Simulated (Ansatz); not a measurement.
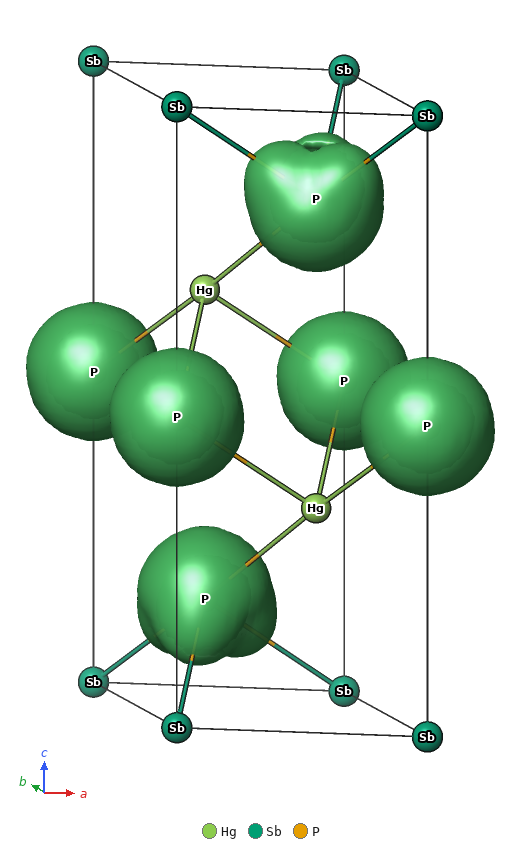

*Hg₂SbP₃. Isosurface of the electron localisation function at 0.75 (green), seen slightly off an axis. Only the valence region is drawn (cores and ρ < 0.01 e/Å³ removed). Sticks mark near contacts.*

Space group P-3m1; a structure from a database of computed crystals, not necessarily the ambient phase; started from the K2NaCl3-164 prototype, which need not be the ambient phase.

Level of theory: DFT, r2SCAN+rVV10, plane waves, PAW (Ansatz).

**Where are the electrons localised?**

The surface consists of three regions wrapped around P (the valence shell of each), counted in one cell of 6 atoms. Any copies at cell faces, edges or corners count once. Along the contacts the grid gives the following. Hg–P (2.70 Å): the ELF peaks at about 0.85 in the valence shell of P, 0.8 Å from its nucleus, and drops to about 0.25 between the two atoms. Sb–P (2.71 Å): the ELF peaks at about 0.85 in the valence shell of P, 0.8 Å from its nucleus, and is about 0.65 at the midpoint.
